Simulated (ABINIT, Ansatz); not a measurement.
# LiCl (Fm-3m): G0W0 on several meshes in ABINIT

Aim: the GW shift of LiCl (Fm-3m) against the k mesh.

Calculated with ABINIT 10.8.3; PBE and many-body steps on it, plane waves.

### Step 1. The structure

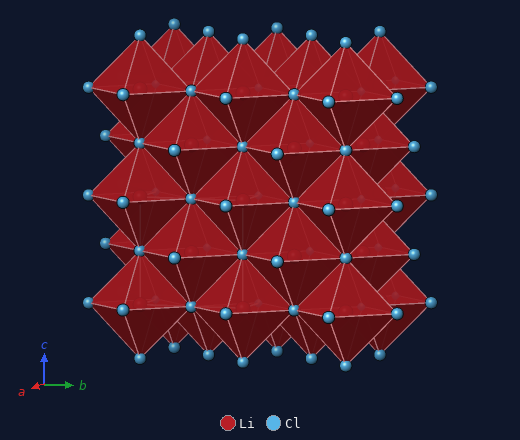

The starting structure, seen slightly off an axis (lithium red, chlorine blue). 1×2×2 cells are drawn. This picture shows the conventional cell, with its axes. Some periodic images of atoms are drawn too.

Structure file:

```cif
data_structure
_symmetry_space_group_name_H-M 'Fm-3m'
_symmetry_Int_Tables_number 225
_cell_length_a 5.1430
_cell_length_b 5.1430
_cell_length_c 5.1430
_cell_angle_alpha 90.000
_cell_angle_beta 90.000
_cell_angle_gamma 90.000
_cell_volume 136.03
loop_
_atom_site_label
_atom_site_type_symbol
_atom_site_symmetry_multiplicity
_atom_site_Wyckoff_symbol
_atom_site_fract_x
_atom_site_fract_y
_atom_site_fract_z
_atom_site_occupancy
Li1 Li 4 a 0.00000 0.00000 0.00000 1
Cl1 Cl 4 b 0.50000 0.00000 0.00000 1
```

The cell and positions come from the Crystallography Open Database and are kept as given unless a step says otherwise.

### Step 2. Empty states on the mesh, 6×6×6 mesh, 630 bands

This step: ABINIT 10.8.3; DFT, PBE, plane waves, norm-conserving pseudopotentials.

The sums over transitions need many empty states on a uniform mesh; this step solves for them.

Input file run.abi:

```
acell 3*1.0 Angstrom
rprim 
  0.000000000000 2.571500000000 2.571500000000
  2.571500000000 0.000000000000 2.571500000000
  2.571500000000 2.571500000000 -0.000000000000
ntypat 2
znucl 3 17
natom 2
typat 1 2
xred 
  0.000000000000 0.000000000000 0.000000000000
  0.500000000000 0.500000000000 0.500000000000
pp_dirpath "pseudos"
pseudos "Li.upf, Cl.upf"
ecut 33
ngkpt 6 6 6
nshiftk 1
shiftk 0 0 0
kptopt 1
chksymbreak 0
irdden 1
istwfk *1
nband 630
prtvol 0
optdriver 6
gwr_task "HDIAGO"
paral_kgb 0
occopt 1
indata_prefix "in"
outdata_prefix "out"
tmpdata_prefix "tmp"
```

The run is started by

```
$ OMP_NUM_THREADS=1 mpirun -n 4 abinit run.abi > log
```

What it wrote:

```text
.Version 10.8.3 of ABINIT. v10.8.2 released Aug 2026.

 Symmetries : space group Fm -3 m (#225); Bravais cF (face-center cubic)
[... echo of the input left out ...]
== DATASET  1 ==================================================================
-   mpi_nproc: 4, omp_nthreads: 1 (-1 if OMP is not activated)

--- !DatasetInfo
iteration_state: {dtset: 1, }
dimensions: {natom: 2, nkpt: 16, mband: 630, nsppol: 1, nspinor: 1, nspden: 1, mpw: 2092, }
cutoff_energies: {ecut:  33.0, pawecutdg:  -1.0, }
[...]
Direct band gap semiconductor
 Fundamental gap:     6.285 (eV)
   VBM:     0.193 (eV) at k: [ 0.0000E+00,  0.0000E+00,  0.0000E+00]
   CBM:     6.477 (eV) at k: [ 0.0000E+00,  0.0000E+00,  0.0000E+00]
 Direct gap:         6.285 (eV) at k: [ 0.0000E+00,  0.0000E+00,  0.0000E+00]

== END DATASET(S) ==============================================================
================================================================================

 -outvars: echo values of variables after computation  --------
           etotal      0.0000000000E+00
            nband         630
             nkpt          16
          spgroup         225
 [... the other variables as echoed above ...]

 Calculation completed.
```

It took 26 s on 4 MPI ranks of Intel Xeon Platinum 8375C at 2.90GHz (Ice Lake), shared host; peak memory 1.3 GiB.

Numbers from this step:

* gap: 6.285 eV
* k of the valence top: 0, 0, 0
* k of the conduction bottom: 0, 0, 0
* least direct gap: 6.285 eV
* k points computed: 16
* lowest point of the top converged band, above the valence top: 388.3054 eV

On this mesh the gap is 6.285 eV.

The density comes from a self-consistent run that is not shown.

### Step 3. Screening, 6×6×6 mesh, 256 bands, screening to 283 eV

The RPA dielectric matrix is built and inverted for each q.

This step: RPA screening on PBE, plane waves, norm-conserving pseudopotentials.

Changes to run.abi since step 2:

```diff
@@ -20,10 +20,11 @@
 chksymbreak 0
-irdden 1
 istwfk *1
-nband 630
-prtvol 0
-optdriver 6
-gwr_task "HDIAGO"
-paral_kgb 0
 occopt 1
+irdwfk 1
+optdriver 3
+nband 256
+ecuteps 10.4
+inclvkb 2
+awtr 1
+symchi 1
 indata_prefix "in"
```

What it wrote:

```text
.Version 10.8.3 of ABINIT. v10.8.2 released Aug 2026.

 Symmetries : space group Fm -3 m (#225); Bravais cF (face-center cubic)
[... echo of the input left out ...]
== DATASET  1 ==================================================================
-   mpi_nproc: 4, omp_nthreads: 1 (-1 if OMP is not activated)

--- !DatasetInfo
iteration_state: {dtset: 1, }
dimensions: {natom: 2, nkpt: 16, mband: 256, nsppol: 1, nspinor: 1, nspden: 1, mpw: 2092, }
cutoff_energies: {ecut:  33.0, pawecutdg:  -1.0, }
electrons: {nelect:   1.00000000E+01, charge:   0.00000000E+00, occopt:   1.00000000E+00, tsmear:   1.00000000E-02, }

 SCREENING: Calculation of the susceptibility and dielectric matrices

 Based on a program developped by R.W. Godby, V. Olevano, G. Onida, and L. Reining.
 Incorporated in ABINIT by V. Olevano, G.-M. Rignanese, and M. Torrent.
.Using double precision arithmetic ; gwpc =  8

[... cell and pseudopotentials left out ...]
--------------------------------------------------------------------------------

 ==== K-mesh for the wavefunctions ====
 Number of points in the irreducible wedge :    16
[... list of points left out ...]
 Together with 48 symmetry operations and time-reversal symmetry
 yields   216 points in the full Brillouin Zone.

 ==== Q-mesh for the screening function ====
 Number of points in the irreducible wedge :    16
[... list of points left out ...]
 Together with 48 symmetry operations and time-reversal symmetry
 yields   216 points in the full Brillouin Zone.

 setmesh: FFT mesh size selected  =    27x   27x   27
          total number of points  =        19683

 vcoul_init : cutoff-mode = AUXILIARY_FUNCTION
 q-points for optical limit:   1
     1)      0.000010    0.000020    0.000030

- screening: taking advantage of time-reversal symmetry
- Maximum band index for partially occupied states nbvw = 5
- Remaining bands to be divided among processors   nbcw = 251
- Number of bands treated by each node ~62

 Number of electrons calculated from density =   10.0000; Expected =   10.0000
 average of density, n =  0.043573
 r_s =    1.7629
 omega_plasma =   20.1355 [eV]

 calculating chi0 at frequencies [eV] :
  1    0.000000E+00    0.000000E+00
  2    0.000000E+00    2.013550E+01

--------------------------------------------------------------------------------
  q-point number  1        q = ( 0.000000, 0.000000, 0.000000) [r.l.u.]
--------------------------------------------------------------------------------
[... chi0 elements left out ...]
 For q-point:  0.000010 0.000020 0.000030
  dielectric constant =   2.7540
  dielectric constant without local fields =   3.2521

  Average fulfillment of the sum rule on Im[epsilon] for q-point    1 :     91.76  [%]
[... wings left out ...]
  q-point number  2        q = ( 0.166667, 0.000000, 0.000000) [r.l.u.]
--------------------------------------------------------------------------------
[... chi0 elements left out ...]
  Average fulfillment of the sum rule on Im[epsilon] for q-point    2 :     93.83  [%]

 [... 14 further q-points ...]
```

Elapsed: 3.1 min, on 4 MPI ranks; peak memory 2 GiB.

Numbers from this step:

* ε∞ with local fields, on this mesh, along the program's q direction: 2.754
* the same without local fields: 3.252
* plasma frequency: 20.14 eV
* plane waves in the screening matrix: 339

Local fields lower ε∞ by 15 %.

### Step 4. 6×6×6

The self-energy is evaluated for the states that the input lists, and the levels follow from it, in one-shot runs by the linearised quasiparticle equation.

This step: G0W0 on PBE, plane waves, norm-conserving pseudopotentials.

Changes to run.abi since step 3:

```diff
@@ -23,8 +23,15 @@
 irdwfk 1
-optdriver 3
+optdriver 4
 nband 256
+gwcalctyp 0
+ecutsigx 33
+symsigma 1
+nkptgw 1
+kptgw 
+  0.0000000000 0.0000000000 0.0000000000
+bdgw 
+  3 9
 ecuteps 10.4
-inclvkb 2
-awtr 1
-symchi 1
+irdscr 1
+ppmodel 1
 indata_prefix "in"
```

What it wrote:

```text
.Version 10.8.3 of ABINIT. v10.8.2 released Aug 2026.

 Symmetries : space group Fm -3 m (#225); Bravais cF (face-center cubic)
[... echo of the input left out ...]
== DATASET  1 ==================================================================
-   mpi_nproc: 4, omp_nthreads: 1 (-1 if OMP is not activated)

--- !DatasetInfo
iteration_state: {dtset: 1, }
dimensions: {natom: 2, nkpt: 16, mband: 256, nsppol: 1, nspinor: 1, nspden: 1, mpw: 2092, }
cutoff_energies: {ecut:  33.0, pawecutdg:  -1.0, }
electrons: {nelect:   1.00000000E+01, charge:   0.00000000E+00, occopt:   1.00000000E+00, tsmear:   1.00000000E-02, }

 SIGMA: Calculation of the GW corrections

 Based on a program developped by R.W. Godby, V. Olevano, G. Onida, and L. Reining.
 Incorporated in ABINIT by V. Olevano, G.-M. Rignanese, and M. Torrent.
.Using double precision arithmetic ; gwpc =  8

[... cell and pseudopotentials left out ...]
--------------------------------------------------------------------------------

 ==== K-mesh for the wavefunctions ====
 Number of points in the irreducible wedge :    16
[... list of points left out ...]
 Together with 48 symmetry operations and time-reversal symmetry
 yields   216 points in the full Brillouin Zone.

 ==== Q-mesh for screening function ====
 Number of points in the irreducible wedge :    16
[... list of points left out ...]
 Together with 48 symmetry operations and time-reversal symmetry
 yields   216 points in the full Brillouin Zone.

 vcoul_init : cutoff-mode = AUXILIARY_FUNCTION
 q-points for optical limit:   1
     1)      0.000010    0.000020    0.000030
 setmesh: FFT mesh size selected  =    36x   36x   36
          total number of points  =        46656

 Number of electrons calculated from density =   10.0000; Expected =   10.0000
 average of density, n =  0.043573
 r_s =    1.7629
 omega_plasma =   20.1355 [eV]

 === KS Band Gaps ===
  >>>> For spin  1
   Minimum direct gap =   6.2845 [eV], located at k-point      :   0.0000  0.0000  0.0000
   Fundamental gap    =   6.2845 [eV], Top of valence bands at :   0.0000  0.0000  0.0000
                                       Bottom of conduction at :   0.0000  0.0000  0.0000
 SIGMA fundamental parameters:
 PLASMON POLE MODEL  1
 number of plane-waves for SigmaX                 2085
 number of plane-waves for SigmaC and W            339
 number of plane-waves for wavefunctions          2085
 number of bands                                   256
 number of independent spin polarizations            1
 number of spinorial components                      1
 number of k-points in IBZ                          16
 number of q-points in IBZ                          16
 number of symmetry operations                      48
 number of k-points in BZ                          216
 number of q-points in BZ                          216
 number of frequencies for dSigma/dE                 9
 frequency step for dSigma/dE [eV]                0.25
 number of omega for Sigma on real axis              0
 max omega for Sigma on real axis  [eV]           0.00
 zcut for avoiding poles [eV]                     0.10

 EPSILON^-1 parameters (SCR file):
 dimension of the eps^-1 matrix on file            339
 dimension of the eps^-1 matrix used               339
 number of plane-waves for wavefunctions          2085
 number of bands                                   256
 number of q-points in IBZ                          16
 number of frequencies                               2
 number of real frequencies                          1
 number of imag frequencies                          1

 matrix elements of self-energy operator (all in [eV])

 Perturbative Calculation

--- !SelfEnergy_ee
iteration_state: {dtset: 1, }
kpoint     : [   0.000,    0.000,    0.000, ]
spin       : 1
KS_gap     :    6.285
QP_gap     :    9.030
Delta_QP_KS:    2.745
data: !SigmaeeData |
     Band     E0 <VxcDFT>   SigX SigC(E0)      Z dSigC/dE  Sig(E)    E-E0       E
        3   0.193 -14.693 -19.029   1.762   0.802  -0.247 -16.757  -2.064  -1.871
        4   0.193 -14.693 -19.029   1.762   0.802  -0.247 -16.757  -2.064  -1.871
        5   0.193 -14.693 -19.029   1.762   0.802  -0.247 -16.757  -2.064  -1.871
        6   6.477  -9.170  -4.732  -3.633   0.846  -0.181  -8.488   0.681   7.159
        7  11.985  -9.607  -4.365  -3.847   0.840  -0.191  -8.436   1.171  13.156
        8  11.985  -9.607  -4.365  -3.847   0.840  -0.191  -8.436   1.171  13.156
        9  11.985  -9.607  -4.365  -3.847   0.840  -0.191  -8.436   1.171  13.156

== END DATASET(S) ==============================================================
================================================================================

 -outvars: echo values of variables after computation  --------
           etotal      0.0000000000E+00
            nband         256
             nkpt          16
          spgroup         225
 [... the other variables as echoed above ...]

 Calculation completed.
```

Elapsed: 33 s, on 4 MPI ranks; peak memory 2.1 GiB; 2.2 min of CPU time.

This step gave:

```
G0W0 gap on the points computed              : 9.03 eV
starting gap on the mesh                     : 6.285 eV
k of the valence top                         : 0, 0, 0
k of the conduction bottom                   : 0, 0, 0
Z at the valence top                         : 0.802
Z at the conduction bottom                   : 0.846
least direct G0W0 gap on the computed points : 9.03 eV
```

The gap on the mesh goes from 6.28 eV to 9.03 eV, a correction of +2.75 eV.

### Step 5. Empty states on the mesh, 4×4×4 mesh, 264 bands

This step: DFT, PBE, plane waves, norm-conserving pseudopotentials.

Changes to run.abi since step 4:

```diff
@@ -15,3 +15,3 @@
 ecut 33
-ngkpt 6 6 6
+ngkpt 4 4 4
 nshiftk 1
@@ -20,18 +20,10 @@
 chksymbreak 0
+irdden 1
 istwfk *1
+nband 264
+prtvol 0
+optdriver 6
+gwr_task "HDIAGO"
+paral_kgb 0
 occopt 1
-irdwfk 1
-optdriver 4
-nband 256
-gwcalctyp 0
-ecutsigx 33
-symsigma 1
-nkptgw 1
-kptgw 
-  0.0000000000 0.0000000000 0.0000000000
-bdgw 
-  3 9
-ecuteps 10.4
-irdscr 1
-ppmodel 1
 indata_prefix "in"
```

What it wrote:

```text
[banner, memory and clock lines left out]
.Version 10.8.3 of ABINIT. v10.8.2 released Aug 2026.

 Symmetries : space group Fm -3 m (#225); Bravais cF (face-center cubic)
[... echo of the input left out ...]
== DATASET  1 ==================================================================
-   mpi_nproc: 4, omp_nthreads: 1 (-1 if OMP is not activated)

--- !DatasetInfo
iteration_state: {dtset: 1, }
dimensions: {natom: 2, nkpt: 8, mband: 264, nsppol: 1, nspinor: 1, nspden: 1, mpw: 2120, }
cutoff_energies: {ecut:  33.0, pawecutdg:  -1.0, }
[...]
Integrated=    1.0000E+01

 === KS gaps after direct diagonalization ===
 Direct band gap semiconductor
 Fundamental gap:     6.285 (eV)
   VBM:     0.193 (eV) at k: [ 0.0000E+00,  0.0000E+00,  0.0000E+00]
   CBM:     6.477 (eV) at k: [ 0.0000E+00,  0.0000E+00,  0.0000E+00]
 Direct gap:         6.285 (eV) at k: [ 0.0000E+00,  0.0000E+00,  0.0000E+00]

== END DATASET(S) ==============================================================

 -outvars: echo values of variables after computation  --------
           etotal      0.0000000000E+00
            nband         264
             nkpt           8
          spgroup         225
 [... the other variables as echoed above ...]

 Calculation completed.
```

Elapsed: 13 s, on 4 MPI ranks; peak memory 1.2 GiB.

This step gave:

```
gap                                                           : 6.285 eV
k of the valence top                                          : 0, 0, 0
k of the conduction bottom                                    : 0, 0, 0
least direct gap                                              : 6.285 eV
k points computed                                             : 8
lowest point of the top converged band, above the valence top : 200.1605 eV
```

On this mesh the gap is 6.285 eV.

### Step 6. Screening, 4×4×4 mesh, 256 bands, screening to 283 eV

This step: RPA screening on PBE, plane waves, norm-conserving pseudopotentials.

Changes to run.abi since step 5:

```diff
@@ -20,10 +20,11 @@
 chksymbreak 0
-irdden 1
 istwfk *1
-nband 264
-prtvol 0
-optdriver 6
-gwr_task "HDIAGO"
-paral_kgb 0
 occopt 1
+irdwfk 1
+optdriver 3
+nband 256
+ecuteps 10.4
+inclvkb 2
+awtr 1
+symchi 1
 indata_prefix "in"
```

What it wrote:

```text
.Version 10.8.3 of ABINIT. v10.8.2 released Aug 2026.

 Symmetries : space group Fm -3 m (#225); Bravais cF (face-center cubic)
[... echo of the input left out ...]
== DATASET  1 ==================================================================
-   mpi_nproc: 4, omp_nthreads: 1 (-1 if OMP is not activated)

--- !DatasetInfo
iteration_state: {dtset: 1, }
dimensions: {natom: 2, nkpt: 8, mband: 256, nsppol: 1, nspinor: 1, nspden: 1, mpw: 2120, }
cutoff_energies: {ecut:  33.0, pawecutdg:  -1.0, }
electrons: {nelect:   1.00000000E+01, charge:   0.00000000E+00, occopt:   1.00000000E+00, tsmear:   1.00000000E-02, }

 SCREENING: Calculation of the susceptibility and dielectric matrices

 Based on a program developped by R.W. Godby, V. Olevano, G. Onida, and L. Reining.
 Incorporated in ABINIT by V. Olevano, G.-M. Rignanese, and M. Torrent.
.Using double precision arithmetic ; gwpc =  8

[... cell and pseudopotentials left out ...]
--------------------------------------------------------------------------------

 ==== K-mesh for the wavefunctions ====
 Number of points in the irreducible wedge :     8
[... list of points left out ...]
 Together with 48 symmetry operations and time-reversal symmetry
 yields    64 points in the full Brillouin Zone.

 ==== Q-mesh for the screening function ====
 Number of points in the irreducible wedge :     8
[... list of points left out ...]
 Together with 48 symmetry operations and time-reversal symmetry
 yields    64 points in the full Brillouin Zone.

 setmesh: FFT mesh size selected  =    27x   27x   27
          total number of points  =        19683

 vcoul_init : cutoff-mode = AUXILIARY_FUNCTION
 q-points for optical limit:   1
     1)      0.000010    0.000020    0.000030

- screening: taking advantage of time-reversal symmetry
- Maximum band index for partially occupied states nbvw = 5
- Remaining bands to be divided among processors   nbcw = 251
- Number of bands treated by each node ~62

 Number of electrons calculated from density =   10.0000; Expected =   10.0000
 average of density, n =  0.043573
 r_s =    1.7629
 omega_plasma =   20.1355 [eV]

 calculating chi0 at frequencies [eV] :
  1    0.000000E+00    0.000000E+00
  2    0.000000E+00    2.013550E+01

--------------------------------------------------------------------------------
  q-point number  1        q = ( 0.000000, 0.000000, 0.000000) [r.l.u.]
--------------------------------------------------------------------------------
[... chi0 elements left out ...]
 For q-point:  0.000010 0.000020 0.000030
  dielectric constant =   2.8368
  dielectric constant without local fields =   3.3398

  Average fulfillment of the sum rule on Im[epsilon] for q-point    1 :     91.74  [%]
[... wings left out ...]
  q-point number  2        q = ( 0.250000, 0.000000, 0.000000) [r.l.u.]
--------------------------------------------------------------------------------
[... chi0 elements left out ...]
  Average fulfillment of the sum rule on Im[epsilon] for q-point    2 :     93.42  [%]

 [... 6 further q-points ...]
```

It took 26 s on 4 MPI ranks; peak memory 1.1 GiB.

Numbers from this step:

```
ε∞ with local fields, on this mesh, along the program's q direction : 2.837
the same without local fields                                       : 3.340
plasma frequency                                                    : 20.14 eV
plane waves in the screening matrix                                 : 339
```

[end of part 1 of 2]

[Paths, hosts, dates, memory and timing lines, banners, echoed tables and standing remarks are left out of the program output.]

[Logs are printed without paths, hosts, clocks, repeated set-up lines and the standing remarks that a program may print on its own settings, such as how far it seeks lower states.]

[Runs of the session that timed out or met a known fault of the program may be left out.]

[Hosts, paths, dates, database ids (printed as entryN), source tags and the programs' standing remarks are cut or masked in the printed files.]

[G0W0 gaps are taken among the corrected bands and points alone; a level outside them can change the order at an edge.]

[Where Ansatz stands beside ABINIT at settings called matched, ABINIT's density can come from a denser mesh and the files from another edition; pairs whose starting gaps differed by over 0.03 eV were left out, so agreement reads better than it is.]
